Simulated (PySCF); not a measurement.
**CH₇NO₂Si: geometry, spin-spin couplings**

What spin-spin couplings should CH₇NO₂Si (`CN[SiH](O)O`) show?

The runs use PySCF 2.14.0, with density-fitted response routines of our own; the level of theory stands in each step. All values are computed, except where a source is named. Atoms are numbered from 0 throughout.

## Step 1: Starting geometry

12 atoms, charge 0, multiplicity 1; geometry from: GFN2-xTB. The atoms were then displaced at random by about 0.01 Å, so the start is not that level's minimum.

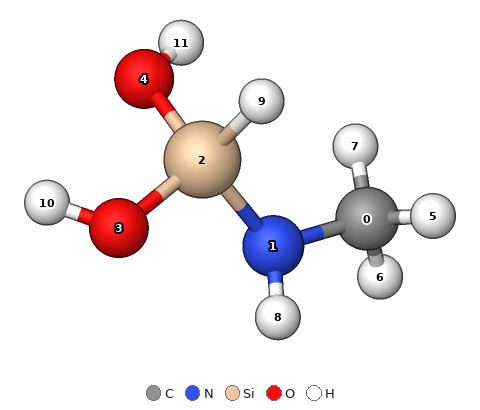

As it starts; carbon grey, nitrogen blue, silicon light orange, oxygen red, hydrogen white, atoms numbered.

## Step 2: Optimising the geometry at PBE0-D3(BJ)/def2-SVP

What the job is given:

```
{"job": {"xc": "PBE0", "basis": "def2-SVP", "d3": "d3bj", "grid": 1, "shake": 0.01, "kind": "geom"}, "charge": 0, "multiplicity": 1}
C      1.763440     0.036330     0.351170
N      0.533820     0.613230    -0.223980
Si    -0.951080    -0.262180    -0.394890
O     -1.894410     0.714440    -1.219690
O     -1.620840    -0.530770     1.059480
H      2.298450    -0.555790    -0.364280
H      2.408600     0.861940     0.691880
H      1.494930    -0.552510     1.197540
H      0.746710     1.260680    -0.955320
H     -0.825080    -1.542530    -1.078080
H     -2.810900     0.839720    -0.853600
H     -1.103950    -0.910830     1.780740
```

Launch:

```sh
$ OMP_NUM_THREADS=1 python probes_run.py task.json out
```

One launch serves the whole session: the jobs run in the order shown.

What it wrote:

```text
step   0  E = -536.43938437  max force = 0.062624
step   1  E = -536.44840139  max force = 0.008026
step   2  E = -536.44884149  max force = 0.002482
step   3  E = -536.44903254  max force = 0.001523
step   4  E = -536.44918770  max force = 0.002204
step   5  E = -536.44939939  max force = 0.002580
step   6  E = -536.44965993  max force = 0.003767
step   7  E = -536.45020206  max force = 0.004970
step   8  E = -536.45054814  max force = 0.003613
step   9  E = -536.45133268  max force = 0.006176
step  10  E = -536.45161668  max force = 0.005957
step  11  E = -536.45224071  max force = 0.002698
step  12  E = -536.45275726  max force = 0.002829
step  13  E = -536.45296082  max force = 0.002245
step  14  E = -536.45307474  max force = 0.001352
step  15  E = -536.45312950  max force = 0.001259
step  16  E = -536.45319853  max force = 0.001304
step  17  E = -536.45326310  max force = 0.001177
step  18  E = -536.45331219  max force = 0.001274
step  19  E = -536.45335047  max force = 0.001060
step  20  E = -536.45338983  max force = 0.001128
step  21  E = -536.45342760  max force = 0.001223
step  22  E = -536.45345574  max force = 0.001510
step  23  E = -536.45347477  max force = 0.000947
step  24  E = -536.45348567  max force = 0.000509
step  25  E = -536.45349052  max force = 0.000560
step  26  E = -536.45349602  max force = 0.000498
step  27  E = -536.45350446  max force = 0.000438
optimisation converged
```

Run time: 99 s. Hardware: 1 thread of Arm Neoverse V2, shared host; peak memory 0.45 GiB.

Along the way:

| step | energy from step 0 (eV) | largest force component (eV/Å) |
| --- | --- | --- |
| 0 | 0.0000 | 3.2203 |
| 1 | -0.2454 | 0.4127 |
| 2 | -0.2573 | 0.1276 |
| 3 | -0.2625 | 0.0783 |
| 4 | -0.2668 | 0.1133 |
| 5 | -0.2725 | 0.1327 |
| 6 | -0.2796 | 0.1937 |
| 7 | -0.2944 | 0.2556 |
| 8 | -0.3038 | 0.1858 |
| 9 | -0.3251 | 0.3176 |
| 10 | -0.3329 | 0.3063 |
| 11 | -0.3498 | 0.1387 |
| 12 | -0.3639 | 0.1455 |
| 13 | -0.3694 | 0.1154 |
| 14 | -0.3725 | 0.0695 |
| 15 | -0.3740 | 0.0647 |
| 16 | -0.3759 | 0.0671 |
| 17 | -0.3777 | 0.0605 |
| 18 | -0.3790 | 0.0655 |
| 19 | -0.3800 | 0.0545 |
| 20 | -0.3811 | 0.0580 |
| 21 | -0.3821 | 0.0629 |
| 22 | -0.3829 | 0.0776 |
| 23 | -0.3834 | 0.0487 |
| 24 | -0.3837 | 0.0262 |
| 25 | -0.3838 | 0.0288 |
| 26 | -0.3840 | 0.0256 |
| 27 | -0.3842 | 0.0225 |

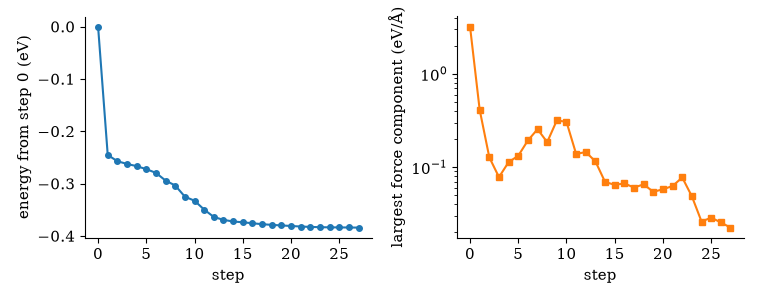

Energy and largest force along the relaxation.

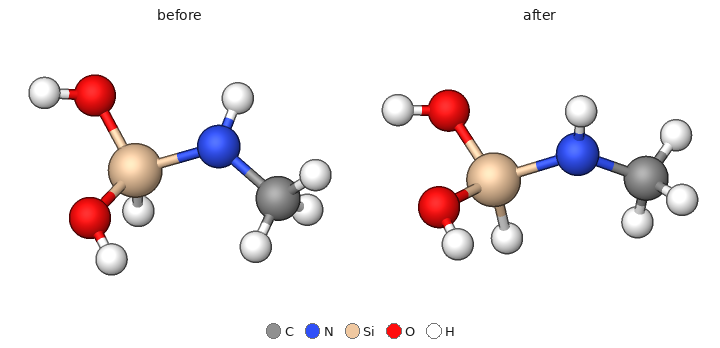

The geometry before (left) and after (right).

Close pairs (by a distance rule), those that changed most:

| bond | before (Å) | after (Å) | change (Å) |
| --- | --- | --- | --- |
| Si2–O3 | 1.589 | 1.657 | +0.068 |
| Si2–O4 | 1.624 | 1.666 | +0.043 |
| C0–H7 | 1.065 | 1.101 | +0.036 |
| C0–N1 | 1.475 | 1.441 | -0.034 |
| C0–H5 | 1.072 | 1.105 | +0.034 |
| Si2–H9 | 1.457 | 1.490 | +0.033 |
| O3–H10 | 0.995 | 0.962 | -0.033 |
| N1–Si2 | 1.732 | 1.711 | -0.021 |

The final coordinates are the input of the step that follows.

| at the end point | value |
| --- | --- |
| point group (found at 0.08 Å tolerance) | C1 |
| rotational constants (GHz, main isotopes) | 6.742, 2.600, 2.088 |
| dipole moment (D) | 1.77 |

## Step 3: Indirect couplings: B3LYP/6-31G*

What the job is given:

```
{"job": {"kind": "j", "xc": "B3LYP", "basis": "6-31G*"}, "charge": 0, "multiplicity": 1}
C      1.852161     0.043012    -0.294261
N      0.551012     0.559407     0.048606
Si    -0.934286    -0.287557    -0.012446
O     -1.959004     0.368071    -1.137168
O     -1.822946    -0.182204     1.393205
H      2.268843     0.496895    -1.211939
H      2.592111     0.187203     0.513872
H      1.786469    -1.040644    -0.477548
H      0.521905     1.565698     0.173275
H     -0.567293    -1.695920    -0.330132
H     -2.884477     0.382602    -0.875297
H     -1.365771    -0.423870     2.203032
```

Level: B3LYP/6-31G* indirect spin-spin coupling, non-relativistic, gas phase.

What it wrote:

```text
coarse grid: 10288 points
cycle   1  E = -536.9470703225  dE =  5.551e-01  |g| = 1.055e+00  |ddm| = 3.045e+00
cycle   2  E = -536.6511183651  dE =  2.960e-01  |g| = 1.619e+00  |ddm| = 2.019e+00
cycle   3  E = -537.1581157357  dE = -5.070e-01  |g| = 9.050e-02  |ddm| = 1.341e+00
cycle   4  E = -537.1592452349  dE = -1.129e-03  |g| = 5.847e-02  |ddm| = 1.198e-01
cycle   5  E = -537.1599888598  dE = -7.436e-04  |g| = 1.066e-02  |ddm| = 5.272e-02
cycle   6  E = -537.1600137635  dE = -2.490e-05  |g| = 2.766e-03  |ddm| = 1.079e-02
cycle   7  E = -537.1600154661  dE = -1.703e-06  |g| = 5.131e-04  |ddm| = 2.197e-03
final grid: 94152 points
cycle   8  E = -537.1044420519  dE = -1.555e-05  |g| = 4.804e-03  |ddm| = 1.214e-02
cycle   9  E = -537.1044386676  dE =  3.384e-06  |g| = 6.169e-03  |ddm| = 9.668e-03
cycle  10  E = -537.1044479049  dE = -9.237e-06  |g| = 6.335e-04  |ddm| = 5.342e-03
cycle  11  E = -537.1044479890  dE = -8.406e-08  |g| = 1.690e-04  |ddm| = 5.960e-04
cycle  12  E = -537.1044479945  dE = -5.549e-09  |g| = 4.544e-05  |ddm| = 1.454e-04
cycle  13  E = -537.1044479949  dE = -4.007e-10  |g| = 1.605e-05  |ddm| = 4.647e-05
converged SCF energy = -537.1044479949

Indirect spin-spin couplings (Hz)
  i      j    bonds     total        FC       PSO       DSO        SD
  0 C    1 N    1    -16.746   -16.163    -0.047    -0.090    -0.446
  0 C    2 Si   2     -5.701    -5.919     0.179     0.020     0.020
  0 C    3 O    3      0.163     0.105     0.023     0.035         -
  0 C    4 O    3      0.036    -0.078     0.070     0.044         -
  0 C    5 H    1    147.639   146.295     0.639     0.705         -
  0 C    6 H    1    148.029   146.675     0.652     0.702         -
  0 C    7 H    1    144.504   143.122     0.633     0.749         -
  0 C    8 H    2     -0.019    -0.023     0.449    -0.446         -
  0 C    9 H    3      1.408     1.363    -0.036     0.082         -
  0 C   10 H    4     -0.375    -0.135     0.243    -0.482         -
  0 C   11 H    4     -0.192    -0.100     0.058    -0.149         -
  1 N    2 Si   1     29.396    31.861    -2.743     0.057     0.220
  1 N    3 O    2      2.633     2.748    -0.144    -0.008     0.037
  1 N    4 O    2      0.532     0.716    -0.203    -0.011     0.030
  1 N    5 H    2     -0.051     0.049    -0.184     0.073     0.011
  1 N    6 H    2     -0.919    -0.816    -0.181     0.070     0.008
  1 N    7 H    2     -0.414    -0.210    -0.226     0.035    -0.014
  1 N    8 H    1    -76.998   -73.450    -2.786    -0.481    -0.281
  1 N    9 H    2    -12.853   -13.070     0.156     0.048     0.012
  1 N   10 H    3     -1.068    -1.235    -0.085     0.254    -0.001
  1 N   11 H    3      0.320     0.365     0.001     0.027    -0.073
  2 Si   3 O    1     -9.304    -4.164    -5.560     0.058     0.361
  2 Si   4 O    1    -10.633    -5.871    -5.199     0.058     0.378
  2 Si   5 H    3     -1.902    -2.018    -0.071     0.183     0.004
  2 Si   6 H    3     -6.216    -6.324    -0.114     0.221     0.001
  2 Si   7 H    3     -6.402    -6.495     0.146    -0.115     0.062
  2 Si   8 H    2     -0.662    -2.018     1.024     0.220     0.112
  2 Si   9 H    1   -228.367  -228.267     0.848    -0.526    -0.422
  2 Si  10 H    2      1.566     0.432     0.812     0.381    -0.059
  2 Si  11 H    2      0.444    -0.639     0.771     0.391    -0.079
  3 O    6 H    4     -2.103    -2.211    -0.081     0.189         -
  3 O    8 H    3      1.119     1.032     0.045     0.042         -
  3 O    9 H    2     -9.896   -10.230     0.147     0.187         -
  3 O   10 H    1    -78.488   -66.194   -11.721    -0.573         -
  3 O   11 H    3     -0.065    -0.425    -0.080     0.440         -
  4 O    5 H    4     -0.719    -0.843    -0.074     0.198         -
  4 O    6 H    4      0.166     0.099    -0.046     0.113         -
  4 O    8 H    3      0.424     0.288     0.044     0.092         -
  4 O    9 H    2     -7.334    -7.728     0.207     0.187         -
  4 O   10 H    3      0.347     0.325     0.138    -0.117         -
  4 O   11 H    1    -81.000   -68.499   -11.940    -0.561         -
  5 H    6 H    2    -10.415    -9.423     1.371    -2.362         -
  5 H    7 H    2    -16.259   -15.315     1.228    -2.172         -
  5 H    8 H    3      2.079     2.435     0.418    -0.774         -
  5 H    9 H    4     -0.596    -0.294     0.365    -0.667         -
  5 H   10 H    5     -0.560     0.129     0.821    -1.510         -
  5 H   11 H    5     -0.653    -0.085     0.635    -1.204         -
  6 H    7 H    2    -16.064   -15.103     1.235    -2.196         -
  6 H    8 H    3      0.861     1.293     0.569    -1.001         -
  6 H    9 H    4     -0.608    -0.264     0.445    -0.789         -
  7 H    8 H    3     13.997    15.236     2.269    -3.508         -
  7 H    9 H    4      0.624    -0.492    -1.019     2.135         -
  7 H   10 H    5     -0.793     0.070     0.796    -1.658         -
  7 H   11 H    5     -0.281    -0.011     0.069    -0.340         -
  8 H    9 H    3      4.950     6.661     1.273    -2.984         -
  8 H   10 H    4     -1.239    -0.422     0.852    -1.669         -
  8 H   11 H    4     -0.339     0.070     0.361    -0.769         -
  9 H   10 H    3     -1.295     0.094     0.803    -2.192         -
  9 H   11 H    3     -1.913    -1.104     0.271    -1.080         -
 10 H   11 H    4     -1.217    -0.094     1.486    -2.610         -
```

Run time: 7.7 s. Hardware: 1 thread of Arm Neoverse V2, shared host; peak memory 0.57 GiB.

This basis has no tight s functions, so the Fermi-contact terms are rough.

A choice of the couplings up to four bonds, sorted by the number of bonds, with means over like pairs; isotopes 13C, 1H, 15N, 17O, 29Si:

| pair | bonds | J (Hz) | Fermi contact (Hz) | dihedral (°) |
| --- | --- | --- | --- | --- |
| Si2–H9 | 1 | -228.4 | -228.3 | – |
| C0–H5 | 1 | 146.7 | 145.4 | – |
| O3–H10 | 1 | -79.7 | -67.3 | – |
| N1–H8 | 1 | -77.0 | -73.5 | – |
| N1–Si2 | 1 | 29.4 | 31.9 | – |
| C0–N1 | 1 | -16.7 | -16.2 | – |
| Si2–O3 | 1 | -10.0 | -5.0 | – |
| H5–H6 | 2 | -14.2 | -13.3 | – |
| N1–H9 | 2 | -12.9 | -13.1 | – |
| O3–H9 | 2 | -8.6 | -9.0 | – |
| C0–Si2 | 2 | -5.7 | -5.9 | – |
| N1–O3 | 2 | 1.6 | 1.7 | – |
| Si2–H10 | 2 | 1.0 | -0.1 | – |
| H5–H8 | 3 | 5.6 | 6.3 | – |
| H8–H9 | 3 | 5.0 | 6.7 | 175 |
| Si2–H5 | 3 | -4.8 | -4.9 | – |
| H9–H10 | 3 | -1.6 | -0.5 | – |
| C0–H9 | 3 | 1.4 | 1.4 | 7 |
| H10–H11 | 4 | -1.2 | -0.1 | – |

Means hide unlike values in this fixed geometry: H5–H8 from 0.9 to 14.0 Hz; Si2–H5 from -6.4 to -1.9 Hz. They hold only if the pairs exchange fast.

The spin-dipole term was solved for some atoms only; pairs without it lack that part.

The response was solved for the nuclei of C, H, N, Si alone, so couplings that need other nuclei can be missing.

Quadrupole couplings from the field gradients of the same density:

| atom | isotope | eQq/h (MHz) | η |
| --- | --- | --- | --- |
| O4 | 17O | -8.442 | 0.55 |
| O3 | 17O | -8.314 | 0.55 |
| N1 | 14N | -4.647 | 0.41 |

## Step 4: Outcome

```
                                    quantity                       value
                                 point group                          C1
        rotational constants (main isotopes)        6.74, 2.60, 2.09 GHz
largest coupling of the table (B3LYP/6-31G*)  1J(Si,H) Si2–H9, -228.4 Hz
```

The start of the PBE0/def2-SVP relaxation was shaken at random by about 0.01 Å, so part of the energy gained, and of the first lengths quoted, undoes that. Over 27 steps the energy fell by 0.384 eV; of the close pairs, Si2–O3 changed most, 1.589 to 1.657 Å. No frequency check was run at this level, so the end point may be a saddle. Of the pairs tabulated at B3LYP/6-31G*, Si2–H9 couples most strongly (-228.4 Hz; Fermi contact -228.3 Hz). Couplings across rotatable bonds belong to this one conformer; where others are populated, the observed values are averages. Couplings from bases without tight functions are rough.
